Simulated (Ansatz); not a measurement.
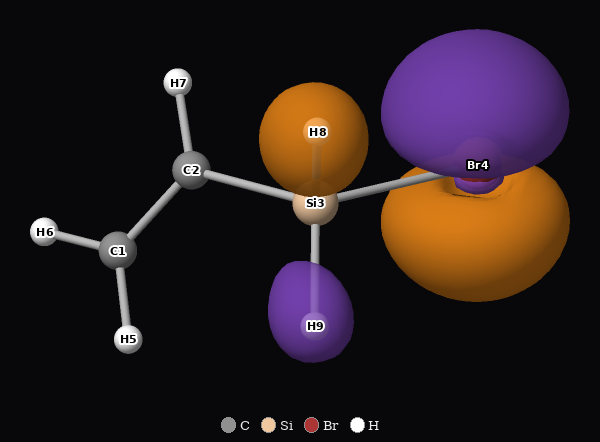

C$_{2}$H$_{5}$BrSi. The HOMO−1 at ±0.15 Å⁻³ᐟ² (orange and purple are the two phases), seen at a tilt.

Geometry: PBE0-D4/def2-TZVP.

All numbers below come from RKS PBE0-D4/def2-TZVPP (Ansatz 0.2.0).

Input file:

```
crystal:
  periodic: [false, false, false]
  atoms:
    - {symbol: C, position_ang: [-0.405817, 1.503790, -0.203175]}
    - {symbol: C, position_ang: [0.453632, 0.497430, -0.339723]}
    - {symbol: Si, position_ang: [0.141654, -1.157486, 0.421355]}
    - {symbol: Br, position_ang: [-0.025684, -2.710934, -1.167920]}
    - {symbol: H, position_ang: [-1.333417, 1.391871, 0.351446]}
    - {symbol: H, position_ang: [-0.224590, 2.482347, -0.638776]}
    - {symbol: H, position_ang: [1.365232, 0.657144, -0.911959]}
    - {symbol: H, position_ang: [1.254962, -1.586098, 1.301404]}
    - {symbol: H, position_ang: [-1.137373, -1.124465, 1.170146]}
basis:
  gaussian: {orbitals: def2-TZVPP}
hamiltonian: {xc: pbe0, dispersion: d4}
output: {orbitals: {seedname: orbitals}}
```

Run with:

```sh
ansatz run in.yaml --threads 4 --pin off --events-out ev --progress --plain --max-ram 10444MiB
```

What is the character of this orbital?

It lies mainly on Br4 (about 75 %), Si3 (about 10 %) and H8 (about 5 %); largely a lone pair of Br4. Its energy is −8.26 eV.
